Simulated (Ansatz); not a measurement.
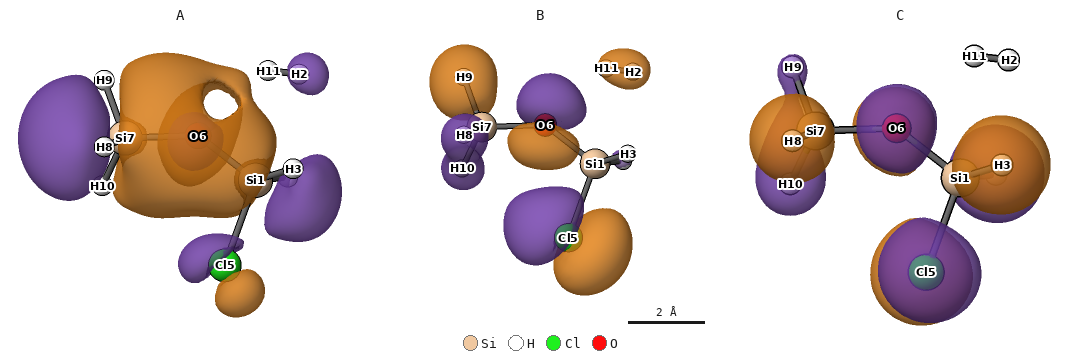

Figure 1: ClH₅OSi₂···H₂. Three frontier orbitals at ±0.08 Å⁻³ᐟ² (orange and purple are the two phases), in no order.

Not at a stationary point (largest force 1.9 eV/Å).

These are results of RKS PBE-D4/def2-SVP in Ansatz, not measurements.

```json
{"atom": "Si", "x (Å)": "-0.0462", "y (Å)": "-0.3875", "z (Å)": "-0.3233"}
{"atom": "H", "x (Å)": "0.6606", "y (Å)": "0.4503", "z (Å)": "2.1075"}
{"atom": "H", "x (Å)": "1.2797", "y (Å)": "0.2806", "z (Å)": "-0.4964"}
{"atom": "H", "x (Å)": "-1.0887", "y (Å)": "0.5173", "z (Å)": "0.2475"}
{"atom": "Cl", "x (Å)": "-0.7138", "y (Å)": "-0.9468", "z (Å)": "-2.2219"}
{"atom": "O", "x (Å)": "0.1165", "y (Å)": "-1.7738", "z (Å)": "0.5989"}
{"atom": "Si", "x (Å)": "-0.1290", "y (Å)": "-3.4366", "z (Å)": "0.4878"}
{"atom": "H", "x (Å)": "1.0138", "y (Å)": "-4.0878", "z (Å)": "-0.2384"}
{"atom": "H", "x (Å)": "-0.1824", "y (Å)": "-3.9508", "z (Å)": "1.8960"}
{"atom": "H", "x (Å)": "-1.4204", "y (Å)": "-3.7428", "z (Å)": "-0.2155"}
{"atom": "H", "x (Å)": "0.6508", "y (Å)": "-0.2707", "z (Å)": "2.1379"}
```

Q: Order the three orbitals by energy and name them.

A: B is the HOMO−1 (−7.52 eV). It lies mainly on Cl5 (about 45 %), O6 (about 25 %), Si7 (about 10 %) and H9 (about 5 %); largely a combination of lone pairs on Cl5 and O6. C is the HOMO (−7.18 eV). Its weight (Hirshfeld) is mainly on Cl5 (about 25 %), O6 (about 20 %), Si1 (about 15 %), H3 (about 10 %), H4 (about 10 %) and Si7 (about 5 %). A is the LUMO (−0.64 eV). By Hirshfeld shares it lies mainly on Si7 (about 40 %), Si1 (about 20 %), O6 (about 15 %) and Cl5 (about 5 %).

Q: What is the HOMO–LUMO gap?

A: 6.54 eV between the orbital energies.
